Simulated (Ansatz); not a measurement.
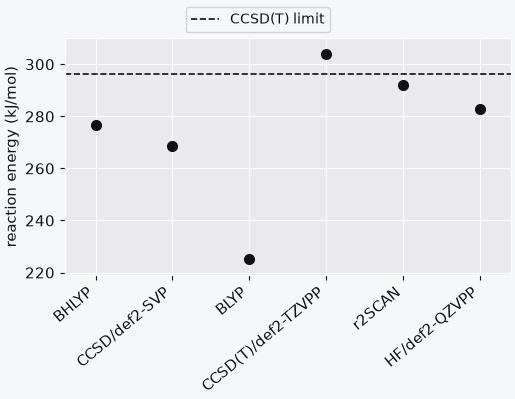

Electronic reaction energy of GeN₃H₇ ([NH2][GeH]([NH2])[NH2]) → GeNH₃ ([NH2][GeH]) [singlet] + N₂H₄ (NN) (SMILES in brackets) at several levels (functionals in def2-TZVPP unless a basis is named), isolated molecules at PBE0-D4 triple-zeta geometries, minima by their frequencies, no zero-point or thermal terms, the Ansatz code. The line is frozen-core CCSD(T) at the basis limit (MP2 extrapolated from triple and quadruple zeta, plus CCSD(T) less MP2 in a smaller set). The distance of CCSD/def2-SVP and CCSD(T)/def2-TZVPP to the limit includes basis error. The limit lies 7.6 kJ/mol from CCSD(T)/def2-TZVPP, so the line itself is uncertain by a part of that.

Which level comes closest to the line (CCSD(T) limit), and which misses most?

Closest r2SCAN (292.0 kJ/mol), against 296.2 kJ/mol; farthest BLYP (225.2 kJ/mol).

What do zero-point energy and temperature add?

Zero-point change 0.7 kJ/mol; at 298.15 K and 1 bar the CCSD(T) limit plus thermal terms gives an enthalpy of reaction of 297.6 and a free energy of 254.2 kJ/mol (harmonic PBE0-D4 modes, ideal gas).

Known limits of this run: no scalar relativity up to krypton; outer-core shells are correlated without core-valence functions, which makes the correlated values less sure.
